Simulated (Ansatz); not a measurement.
# Ca wire cut from an fcc lattice along [110], 4 atoms a period: bands by functional and under strain, part 3 of 3

What gap, if any, does the Ca wire cut from an fcc lattice along [110], 4 atoms a period have, and how does it change with the functional and under strain?

Ansatz 0.2.0; DFT PBE, plane waves, PAW; relaxation of a wire's period (the session's first sound run).

So far. Step 5 (Levels at the same atoms, level PBEsol, cutoff 420 eV): Bands cross the Fermi level, as under PBE at the relaxed period. Step 6 (Levels at the same atoms, level r2SCAN, cutoff 500 eV): Bands cross the Fermi level, as under PBE at the relaxed period.

### 7. At a strained period, period over the relaxed period 1.1

This step: DFT PBE, plane waves, PAW; relaxation at a fixed period (Ansatz 0.2.0).

The period is set to 1.1 times the relaxed one and the atoms relax within it: strain changes bond lengths and angles, which shifts the bands against each other. Against the first PBE run of this kind, the mesh along the wire has 15 points against 21.

The cell differs from the one that the last finished run ended in (c 3.885 → 4.273 Å).

input.yaml reads:

```yaml
crystal:
  lattice:
    - [12.3, 0.0, 0.0]
    - [0.0, 10.689, 0.0]
    - [0.0, 0.0, 4.273379678]
  atoms:
    - { symbol: Ca, position: [0.277227084, 0.5, 0.0] }
    - { symbol: Ca, position: [0.722772916, 0.5, 0.0] }
    - { symbol: Ca, position: [0.5, 0.329611132, 0.5] }
    - { symbol: Ca, position: [0.5, 0.670388868, 0.5] }
kpoints:
  mp_grid: { grid: [1, 1, 15] }
  band_path: { path: ["Γ", Z], npoints: 50 }
scf:
  occupations: { method: fermi_dirac, width: 0.05 }
hamiltonian:
  xc: pbe
relax:
  max_steps: 40
  f_tol: 0.02
output:
  stress: true
```

The run is started by

```console
$ ansatz run input.yaml --threads 8 --pin off --max-ram 16384MiB --backend cpu --events-out ev --progress --plain --runs-dir out
```

Numbers of over 12 decimals in the logs are rounded to 6 here.

Output:

```text
Warning: output.stress: scf.convergence.dr2_threshold = 1e-7 eV (the SCF's general default) is looser than the 4e-10 eV advised for a printed stress (1e-10 eV for each atom of the cell: 4). What an SCF threshold leaves in a stress goes as its square root, and in the free energy as the threshold itself, and one threshold admits the most on a small cell: [figures from the program's tests cut] Every solve of this run an [...]
[...]
Crystal: 4 atoms, lattice volume = 561.841 Å³
Basis set: ecut = 420 eV, 10985 PW (Γ), exchange–correlation on 180×144×60 points (8 copies of the dense FFT grid, shifted against one another)
Bands: 24, of which v1, the nominal top of the filled ones, is band 20 counted from 1 (19 counted from 0)
Symmetry: 8 space group operations
[...]
k-points: 8 of 15
[...]
SCF iter   1: F=—  HF=-7264.447290 eV  |F-HF|=—  |Δ(HF+E_count)|=         —  Δρ=1.57e-3  dr2=1.61e-1  ethr=1.77e-3  ⟨swp⟩=11.0  Hψ=1177  notcnv=0
[...]
SCF iter   6: F=-7264.436742 eV  HF=-7264.436742 eV  |F-HF|=4.06e-7  |Δ(HF+E_count)|=   2.29e-5  Δρ=1.60e-5  dr2=4.23e-6  ethr=2.50e-8  ⟨swp⟩=6.1  Hψ=641  notcnv=0
SCF 1 converged in 6 iterations: F = -7264.436742 eV  dr2 = 4.23e-6
[...]
relax step   1: F+E_penalty+E_count = -7264.43674217 eV  Δ(F+E_penalty+E_count) = +0.000e0 eV  max|allowed force component| = 1.441e-1 eV/Å  Δτ_max = 0.0000 Å  (6 SCF iters, dr2 threshold 1.00e-5 eV, accepted)
[...]
SCF iter   6: F=-7264.450195 eV  HF=-7264.450194 eV  |F-HF|=2.83e-7  |Δ(HF+E_count)|=   3.39e-6  Δρ=4.76e-6  dr2=3.48e-7  ethr=1.42e-9  ⟨swp⟩=6.2  Hψ=640  notcnv=0
SCF 2 converged in 6 iterations: F = -7264.450195 eV  dr2 = 3.48e-7
relax step   2: F+E_penalty+E_count = -7264.45019452 eV  Δ(F+E_penalty+E_count) = -1.345e-2 eV  max|allowed force component| = 1.020e-1 eV/Å  Δτ_max = 0.0383 Å  (6 SCF iters, dr2 threshold 1.30e-6 eV, accepted)
SCF iter   1: F=—  HF=-7264.471182 eV  |F-HF|=—  |Δ(HF+E_count)|=         —  Δρ=1.48e-3  dr2=6.87e-2  ethr=2.71e-3  ⟨swp⟩=6.6  Hψ=687  notcnv=0
[...]
SCF iter   7: F=-7264.462209 eV  HF=-7264.462208 eV  |F-HF|=9.78e-8  |Δ(HF+E_count)|=   9.89e-7  Δρ=2.65e-6  dr2=1.03e-7  ethr=1.63e-9  ⟨swp⟩=5.9  Hψ=621  notcnv=0
SCF 3 converged in 7 iterations: F = -7264.462209 eV  dr2 = 1.03e-7
relax step   3: F+E_penalty+E_count = -7264.46220857 eV  Δ(F+E_penalty+E_count) = -1.201e-2 eV  max|allowed force component| = 2.754e-2 eV/Å  Δτ_max = 0.1065 Å  (7 SCF iters, dr2 threshold 6.50e-7 eV, accepted)
SCF iter   1: F=—  HF=-7264.462785 eV  |F-HF|=—  |Δ(HF+E_count)|=         —  Δρ=2.25e-4  dr2=1.41e-3  ethr=4.86e-5  ⟨swp⟩=3.0  Hψ=431  notcnv=0
[...]
SCF iter   7: F=-7264.462744 eV  HF=-7264.462744 eV  |F-HF|=1.81e-8  |Δ(HF+E_count)|=   1.06e-7  Δρ=1.12e-6  dr2=2.68e-8  ethr=2.50e-10  ⟨swp⟩=5.8  Hψ=626  notcnv=0
SCF 4 converged in 7 iterations: F = -7264.462744 eV  dr2 = 2.68e-8
relax step   4: F+E_penalty+E_count = -7264.46274392 eV  Δ(F+E_penalty+E_count) = -5.354e-4 eV  max|allowed force component| = 9.480e-3 eV/Å  Δτ_max = 0.0137 Å  (7 SCF iters, accepted)
[...]
the band table was solved once a step of the walk had ended and its energy, with any forces and stress, was formed, with the checks that follow a solve (1232 applications of the Hamiltonian). They found nothing against the state; the energy, forces and stress were not computed again (output.eigenvalues in the input reference)
[...]
SCF converged after 7 iterations
Free energy (F): -7264.462744 eV
[...]
Internal energy: -7264.413256 eV  (E = F + TS)
E sigma→0 (E₀):  -7264.438000 eV
Entropy (-TS):   -0.049488 eV (-12.372 meV/atom)
Fermi energy:    -0.195956 eV
[...]
--- Forces (eV/Å), atoms counted from 1 ---
  atom   1  Ca     0.00223809     0.00000000     0.00000000
  atom   2  Ca    -0.00223809     0.00000000     0.00000000
  atom   3  Ca     0.00000000    -0.00947971     0.00000000
  atom   4  Ca     0.00000000     0.00947971     0.00000000
  max |Σ_I F_I| component: 0.00e0 eV/Å
--- Stress (GPa, compression-positive) ---
       -0.182473       0.000000       0.000000
        0.000000       0.082604       0.000000
        0.000000       0.000000      -0.855004
  P = ⅓ Tr σ = -0.3183 GPa (-3.183 kbar)
--- Band table (eV; the first three rows and the last of 8) ---
  k-point 0: bands = [... 16 lower, -3.3061, -1.9954, -1.5974, -0.8237, -0.1815, 0.2339, 0.4064, 0.4163]
  k-point 1: bands = [... 16 lower, -3.2656, -1.9555, -1.5581, -0.7848, -0.1634, 0.2426, 0.3970, 0.4120]
  k-point 2: bands = [... 16 lower, -3.1452, -1.8376, -1.4420, -0.6707, -0.1102, 0.2667, 0.3221, 0.4205]
  k-point 7: bands = [... 16 lower, -1.5749, -1.1386, -0.4386, -0.1288, -0.1238, 0.3071, 0.3385, 0.4801]
--- Relaxed structure (4 steps of the walk, 4 accepted, 0 SCFs on fresh bases) ---
  F+E_penalty+E_count = -7264.46274392 eV   max|allowed force component| = 9.480e-3 eV/Å
  atoms:
    - { symbol: Ca, position: [0.289957, 0.5, 0.0] }
    - { symbol: Ca, position: [0.710043, 0.5, 0.0] }
    - { symbol: Ca, position: [0.5, 0.331407, 0.5] }
    - { symbol: Ca, position: [0.5, 0.668593, 0.5] }
```

Wall time 4.9 s (8 threads of Intel Xeon Platinum 8375C at 2.90GHz (Ice Lake), shared host); peak memory 1.1 GiB; 34 s of CPU time.

Step by step:

```
step  energy less that of the first step (eV)  largest force component (eV/Å)
   1                                   0.0000                          0.1441
   2                                  -0.0135                          0.1020
   3                                  -0.0255                          0.0275
   4                                  -0.0260                          0.0095
```

The run keeps the 8 symmetry operations that it works with, so distortions that break them were not tested.

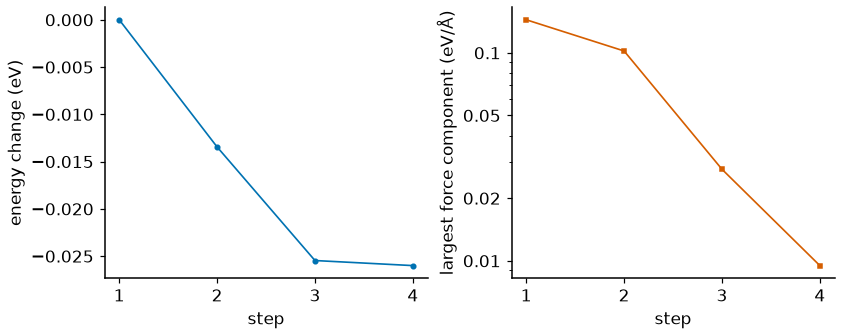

Energy and largest force along the relaxation.

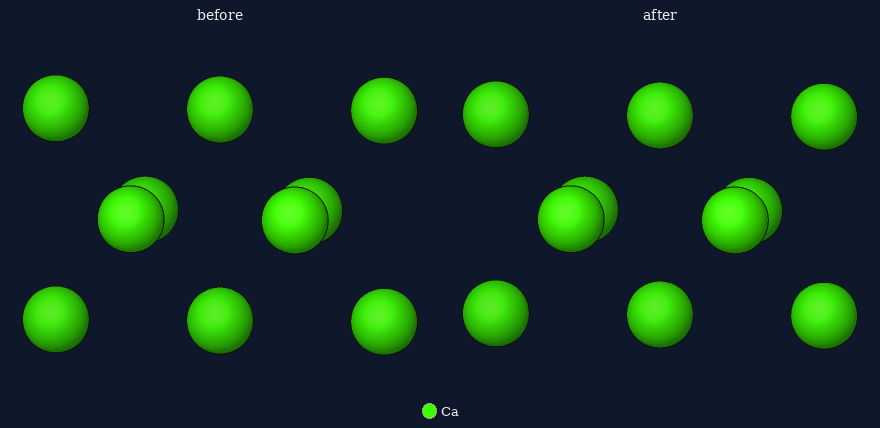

The structure before and after the relaxation, drawn at the same scale.

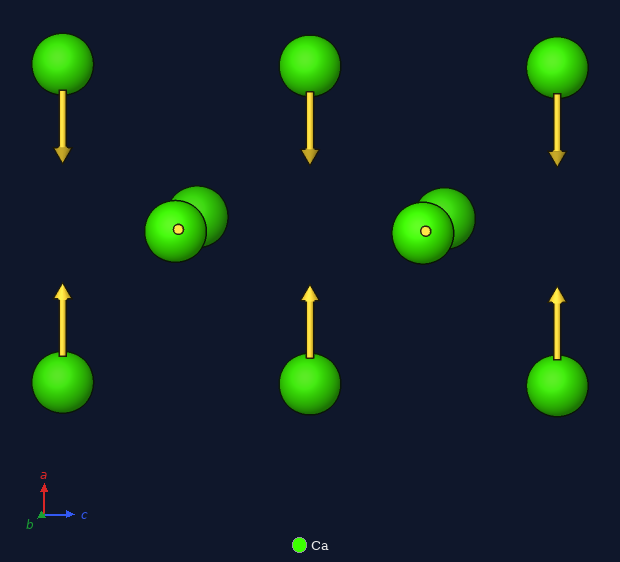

Displacements in the relaxation, exaggerated; the longest in the cell stands for 0.16 Å. 1×1×2 cells are drawn. Some periodic images of atoms are drawn too.

The atoms that moved most (Å):

```
atom      dx      dy     dz  length
 Ca1   0.157   0.000  0.000   0.157
 Ca2  -0.157   0.000  0.000   0.157
 Ca3   0.000   0.019  0.000   0.019
 Ca4   0.000  -0.019  0.000   0.019
```

The relaxed structure:

```
Ca
1.0
    12.30000    0.00000    0.00000
     0.00000   10.68900    0.00000
     0.00000    0.00000    4.27338
Ca
4
Cartesian
  3.5665 5.3445 0.0000
  8.7335 5.3445 0.0000
  6.1500 3.5424 2.1367
  6.1500 7.1466 2.1367
```

This step gave:

| Property | Result |
| --- | --- |
| energy at zero smearing | -7264.4380 eV |

Electronic bands along the path, in eV, zero at the Fermi level:

```
point  band 17  band 18  band 19  band 20  band 21  band 22  band 23  band 24
    Γ    -3.11    -1.80    -1.40    -0.63     0.01     0.43     0.60     0.61
    Z    -1.22    -1.10    -0.14    -0.02     0.12     0.46     0.56     0.69
```

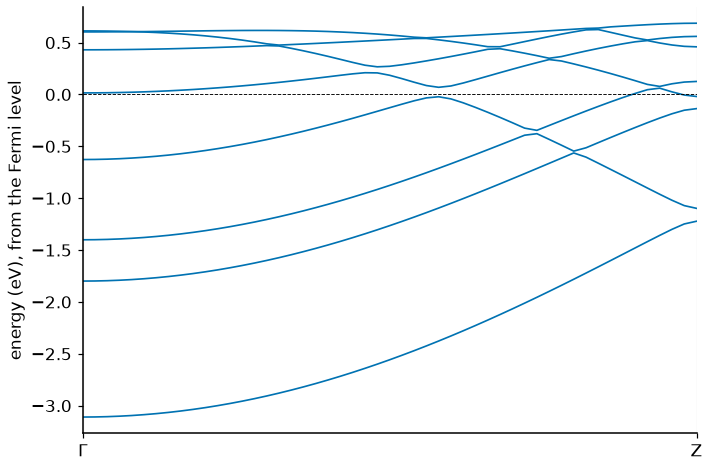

Electronic bands along the path.

Bands cross the Fermi level, as under PBE at the relaxed period.

### 8. Strain along the wire, period over the relaxed period 1.06

The period is set to 1.06 times the relaxed one and the atoms relax within it: strain changes bond lengths and angles, which shifts the bands against each other. Against the first PBE run of this kind, the mesh along the wire has 15 points against 21.

The cell differs from the one that the last finished run ended in (c 4.273 → 4.118 Å).

Changes to input.yaml since step 7:

```diff
@@ -4,3 +4,3 @@
     - [0.0, 10.689, 0.0]
-    - [0.0, 0.0, 4.273379678]
+    - [0.0, 0.0, 4.1179840533]
   atoms:
```

Output:

```text
[...]
Crystal: 4 atoms, lattice volume = 541.411 Å³
Basis set: ecut = 420 eV, 10575 PW (Γ), exchange–correlation on 180×144×60 points (8 copies of the dense FFT grid, shifted against one another)
Bands: 24, of which v1, the nominal top of the filled ones, is band 20 counted from 1 (19 counted from 0)
Symmetry: 8 space group operations
[...]
k-point 7: bands = [... 16 lower, -1.4179, -0.9673, -0.3485, -0.0288, -0.0169, 0.4253, 0.4416, 0.5241]
--- Relaxed structure (3 steps of the walk, 3 accepted, 0 SCFs on fresh bases) ---
  F+E_penalty+E_count = -7264.55682868 eV   max|allowed force component| = 1.051e-2 eV/Å
  atoms:
    - { symbol: Ca, position: [0.283820, 0.500000, 0] }
    - { symbol: Ca, position: [0.716180, 0.500000, 0] }
    - { symbol: Ca, position: [0.5, 0.331911, 0.5] }
    - { symbol: Ca, position: [0.5, 0.668089, 0.5] }
[key lines of the parts left out:]
SCF converged after 7 iterations
Free energy (F): -7264.556829 eV
Fermi energy:    -0.118472 eV
P = ⅓ Tr σ = -0.2556 GPa (-2.556 kbar)
```

Wall time 4.1 s (8 threads); peak memory 1 GiB.

Relaxation path:

```
step  energy less that of the first step (eV)  largest force component (eV/Å)
   1                                   0.0000                          0.0937
   2                                  -0.0057                          0.0626
   3                                  -0.0098                          0.0105
```

Forces are held to the 8 operations that the run works with; a distortion that breaks them can't arise in this run.

The atoms that moved most (Å):

```
atom      dx      dy     dz  length
 Ca1   0.081   0.000  0.000   0.081
 Ca2  -0.081   0.000  0.000   0.081
 Ca3   0.000   0.025  0.000   0.025
 Ca4   0.000  -0.025  0.000   0.025
```

This step gave:

```yaml
energy_at_zero_smearing: -7264.5327 eV
```

Bands cross the Fermi level, as under PBE at the relaxed period.

### 9. The same system on other settings

This step: DFT LDA, plane waves, PAW; bands of a perfect wire at the PBE geometry; changed: magnetization = {"spin_polarized": true}, basis.ecutwfc = "600 eV" (Ansatz 0.2.0).

The atoms of the band run (LDA) are kept and the input is varied, to see whether the result depends on it.

input.yaml reads:

```yaml
crystal:
  lattice:
    - [12.3, 0.0, 0.0]
    - [0.0, 10.689, 0.0]
    - [0.0, 0.0, 3.8848906164]
  atoms:
    - { symbol: Ca, position: [0.277227084, 0.5, 0.0], spin: 2.0 }
    - { symbol: Ca, position: [0.722772916, 0.5, 0.0], spin: 3.0 }
    - { symbol: Ca, position: [0.5, 0.329611132, 0.5], spin: 3.0 }
    - { symbol: Ca, position: [0.5, 0.670388868, 0.5], spin: 2.0 }
kpoints:
  mp_grid: { grid: [1, 1, 16] }
  band_path: { path: ["Γ", Z], npoints: 50 }
scf:
  occupations: { method: fermi_dirac, width: 0.05 }
hamiltonian:
  xc: lda
magnetization:
  spin_polarized: true
basis:
  ecutwfc: "600 eV"
```

Output:

```text
[...]
Crystal: 4 atoms, lattice volume = 510.765 Å³
Basis set: ecut = 600 eV, 17057 PW (Γ)
Bands: 30, of which v1, the nominal top of the filled ones, is band 20 counted from 1 (19 counted from 0)
Symmetry: 2 space group operations
[...]
k-points: 9 of 16
[...]
Starting moments: Σ|m| = 10 μB on 4 of 4 sites
[...]
SCF iter   1: F=—  HF=-7084.573740 eV  |F-HF|=—  |Δ(HF+E_count)|=         —  Δρ=5.20e-2 (↑4.70e-2 ↓5.20e-2)  dr2=9.93e0  dr2_m=1.13e1  M=2.035 μB ∫|m|=2.035 μB  β_m=0.30  ethr=3.10e-3  ⟨swp⟩=15.1  Hψ=3842  notcnv=0
[...]
spin=Collinear: LDOS preconditioning applied to the charge; magnetization (m = ρ↑ − ρ↓) channel mixes plain (no charge-response kernel on spin).
SCF iter   2: F=—  HF=-7085.595423 eV  |F-HF|=—  |Δ(HF+E_count)|=    1.02e0  Δρ=3.73e-2 (↑3.46e-2 ↓3.73e-2)  dr2=4.69e0  dr2_m=5.96e0  M=1.526 μB ∫|m|=1.538 μB  β_m=0.30  ethr=3.10e-3  ⟨swp⟩=2.7  Hψ=952  notcnv=0  defer=20
[...]
SCF iter   7: F=—  HF=-7087.081760 eV  |F-HF|=—  |Δ(HF+E_count)|=   8.46e-2  Δρ=7.06e-3 (↑7.01e-3 ↓7.06e-3)  dr2=5.81e-4  dr2_m=2.32e-1  M=0.738 μB ∫|m|=0.753 μB  β_m=0.30  ethr=2.15e-5  ⟨swp⟩=2.6  Hψ=820  notcnv=0
[...]
spin-set hold released at iteration 7 (site moments contracting): the magnetisation degrees of freedom join the quasi-Newton model from the next iteration; the mixer history was flushed
SCF iter   8: F=—  HF=-7087.127903 eV  |F-HF|=—  |Δ(HF+E_count)|=   4.61e-2  Δρ=5.11e-3 (↑5.11e-3 ↓5.10e-3)  dr2=5.16e-4  dr2_m=1.22e-1  M=0.652 μB ∫|m|=0.668 μB  β_m=0.65  ethr=1.45e-6  ⟨swp⟩=2.3  Hψ=941  notcnv=0
[...]
SCF iter  19: F=-7087.190579 eV  HF=-7087.190579 eV  |F-HF|=3.46e-11  |Δ(HF+E_count)|=  9.40e-10  Δρ=6.88e-8 (↑6.71e-8 ↓6.88e-8)  dr2=9.41e-11  dr2_m=1.25e-11  M=-0.000 μB ∫|m|=0.000 μB  ethr=2.56e-12  ⟨swp⟩=2.8  Hψ=1001  notcnv=0
SCF 1 converged in 19 iterations: F = -7087.190579 eV  dr2 = 9.41e-11
[...]
WARN: the starting moments were not kept: the SCF closed with an absolute magnetisation of 3.1e-5 μB, where they sum to 10 μB in size (4 sites). That is at most 0.1 of that sum. Measured as dr2_m measures the in/out step, that magnetisation stands 9.9e-12 eV from none, at or under the dr2_threshold of 1.0e-7 eV: it is no larger than a step whose dr2_m would equal this threshold. The system may hold no moment; this SC [...]
[...]
SCF converged after 19 iterations
Magnetization: -0.0000 μB (20.0000 up, 20.0000 down)
Absolute magnetization: 0.0000 μB (∫|ρ↑−ρ↓|, with the PAW one-centre terms)
[...]
Per-site moments (μB) at R_I (Å): [(7.606203631676324e-8, 1.576072), (-8.825194402963506e-8, 1.576072), (-7.47812228052699e-7, 1.502561), (-1.6120116796590394e-6, 1.502561)]
Free energy (F): -7087.190579 eV
[...]
Internal energy: -7087.134251 eV  (E = F + TS)
E sigma→0 (E₀):  -7087.162415 eV
Entropy (-TS):   -0.056328 eV (-14.082 meV/atom)
Fermi energy:    -0.164027 eV
[...]
--- Band table (eV; the first three rows and the last of 18) ---
  k-point 0 ↑: bands = [... 16 lower, -3.3889, -2.1878, -1.7244, -1.0989, -0.2113, 0.1560, 0.3581, 0.3583, ... 6 higher]
  k-point 1 ↑: bands = [... 16 lower, -3.3444, -2.1432, -1.6803, -1.0536, -0.1929, 0.1622, 0.3661, 0.3727, ... 6 higher]
  k-point 2 ↑: bands = [... 16 lower, -3.2125, -2.0117, -1.5502, -0.9208, -0.1394, 0.1792, 0.3745, 0.4079, ... 6 higher]
  k-point 8 ↓: bands = [... 16 lower, -1.1473, -1.0296, -0.3027, -0.0980, -0.0205, 0.3979, 0.4208, 0.5057, ... 6 higher]
```

Wall time 17 s (8 threads); peak memory 2.2 GiB; 2.1 min of CPU time.

Numbers from this step:

- energy at zero smearing: -7087.1624 eV

It took 17 s against 2.5 s for the run it varies.

The starting moments have collapsed: the run ends non-magnetic.

### 10. Summary of results

```
cell length, PBE           : 3.885 Å
conductance, PBE           : 3.80 G₀
gap, period scaled by 1.1  : none
gap, period scaled by 1.06 : none
```

Under PBE the cell's length is 3.88 Å, and it is a metal with 4 channels a spin next to the Fermi level, 3.80 G₀ at 300 K. A perfect wire passes every open channel, so the conductance counts half a G₀ for each forward-moving state at the Fermi level, spin by spin; the value here is no such multiple, since a band edge lies within the thermal window. Transport is coherent and elastic here: the atoms are frozen, so scattering by vibrations plays no part.

[Logs are printed without paths, hosts, clocks, repeated set-up lines and the standing remarks that a program may print on its own settings, such as how far it seeks lower states.]

[Hosts, paths, dates, database ids (printed as entryN), source tags and the programs' standing remarks are cut or masked in the printed files.]
